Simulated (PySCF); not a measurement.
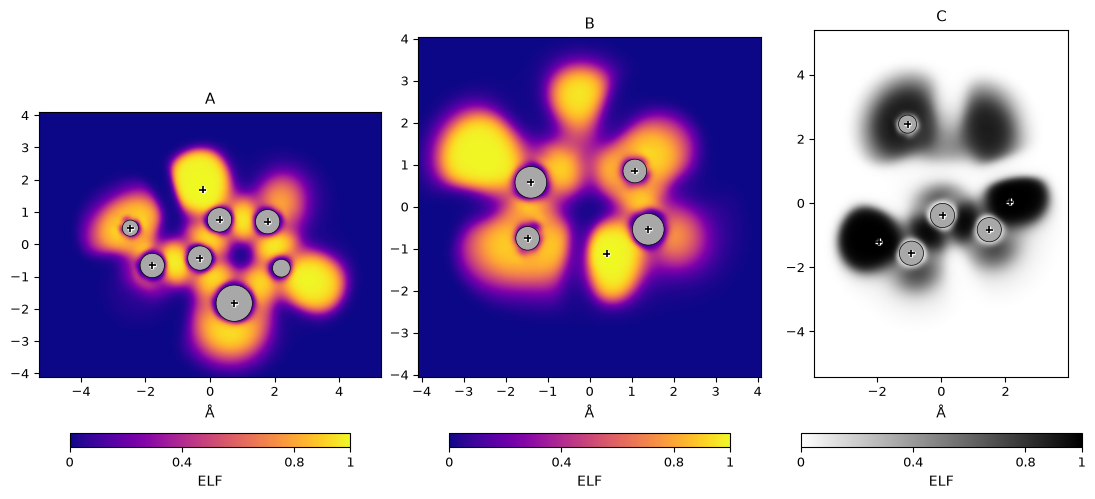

The ELF of 3 systems, each on a plane through atoms (crosses mark nuclei in the plane; grey discs cover the cores).

These are results of PBE0/pcSseg-1, SCF density, gas phase, non-relativistic in PySCF, not measurements.

System 1: C3H7O2 (SMILES COCC[O-]) (charge −1), the plane of atoms O2, C1 and H8. Geometry: GFN2-xTB, MD frame at 250 fs, 300 K.

```yaml
atoms:
  - { symbol: C, position_ang: [-1.9540, 0.4565, -0.2930] }
  - { symbol: O, position_ang: [-1.1742, -0.6016, 0.2527] }
  - { symbol: C, position_ang: [0.2472, -0.2919, 0.2630] }
  - { symbol: C, position_ang: [0.5910, 0.8322, 1.2765] }
  - { symbol: O, position_ang: [0.1898, 2.0245, 0.8196] }
  - { symbol: H, position_ang: [-2.0050, 0.3192, -1.3877] }
  - { symbol: H, position_ang: [-3.0417, 0.4601, -0.0286] }
  - { symbol: H, position_ang: [-1.4066, 1.4415, -0.0791] }
  - { symbol: H, position_ang: [0.7762, -1.2696, 0.6103] }
  - { symbol: H, position_ang: [0.5517, -0.0029, -0.7222] }
  - { symbol: H, position_ang: [1.7200, 0.8073, 1.4005] }
  - { symbol: H, position_ang: [0.1112, 0.4766, 2.2039] }
```

System 2: C4H10O3S, the plane of atoms C2, C1 and H9. Geometry: GFN2-xTB, NEB image 0 of 0 to 8.

```csv
atom,x (Å),y (Å),z (Å)
C,-1.6946,-0.3870,1.5861
C,-0.9588,0.2798,0.4307
C,-1.7424,0.2184,-0.8747
O,0.3003,-0.3863,0.2605
S,1.4887,0.5970,-0.1852
C,2.7661,-0.6475,-0.3820
O,1.8049,1.4774,0.8959
O,1.1775,1.1969,-1.4462
H,-1.1001,-0.3235,2.4931
H,-1.8722,-1.4343,1.3557
H,-2.6464,0.1105,1.7486
H,-0.7373,1.3250,0.6825
H,-1.1620,0.6836,-1.6670
H,-2.6883,0.7421,-0.7666
H,-1.9359,-0.8188,-1.1391
H,2.4958,-1.2534,-1.2348
H,2.7858,-1.2289,0.5283
H,3.7102,-0.1447,-0.5443
```

System 3: C5H4F4S (SMILES F[C@H]1CC=C(C(F)(F)F)S1), the plane of atoms C6, C5 and S10. Geometry: GFN2-xTB.

```json
{"atom": "F", "x (Å)": "-2.1116", "y (Å)": "1.0121", "z (Å)": "-1.4354"}
{"atom": "C", "x (Å)": "-1.5165", "y (Å)": "1.1111", "z (Å)": "-0.2077"}
{"atom": "C", "x (Å)": "-1.5234", "y (Å)": "-0.2499", "z (Å)": "0.4908"}
{"atom": "C", "x (Å)": "-0.1587", "y (Å)": "-0.8422", "z (Å)": "0.3621"}
{"atom": "C", "x (Å)": "0.7790", "y (Å)": "-0.0059", "z (Å)": "-0.0749"}
{"atom": "C", "x (Å)": "2.2249", "y (Å)": "-0.3284", "z (Å)": "-0.2649"}
{"atom": "F", "x (Å)": "2.6303", "y (Å)": "-0.1681", "z (Å)": "-1.5316"}
{"atom": "F", "x (Å)": "2.4942", "y (Å)": "-1.6016", "z (Å)": "0.0640"}
{"atom": "F", "x (Å)": "3.0249", "y (Å)": "0.4378", "z (Å)": "0.4924"}
{"atom": "S", "x (Å)": "0.2330", "y (Å)": "1.6265", "z (Å)": "-0.4333"}
{"atom": "H", "x (Å)": "-2.0478", "y (Å)": "1.9013", "z (Å)": "0.3286"}
{"atom": "H", "x (Å)": "-2.2776", "y (Å)": "-0.8837", "z (Å)": "0.0195"}
{"atom": "H", "x (Å)": "-1.7808", "y (Å)": "-0.1400", "z (Å)": "1.5469"}
{"atom": "H", "x (Å)": "0.0294", "y (Å)": "-1.8695", "z (Å)": "0.6212"}
```

Question: Match each panel to its system.

Answer: Panel A is system 3, C5H4F4S: the plane holds C, F, S and H. C–C (1.33 Å): the ELF peaks at about 0.90 between the atoms (a multiple bond). Panel B is system 1, C3H7O2: the plane holds C, O and H. C–O (1.34 Å): the ELF peaks at about 0.90 between the atoms (a polar covalent bond). Panel C is system 2, C4H10O3S: the plane holds C, O and H. C–C (1.52 Å): the ELF peaks at about 0.95 between the atoms (localised, covalent bonding).
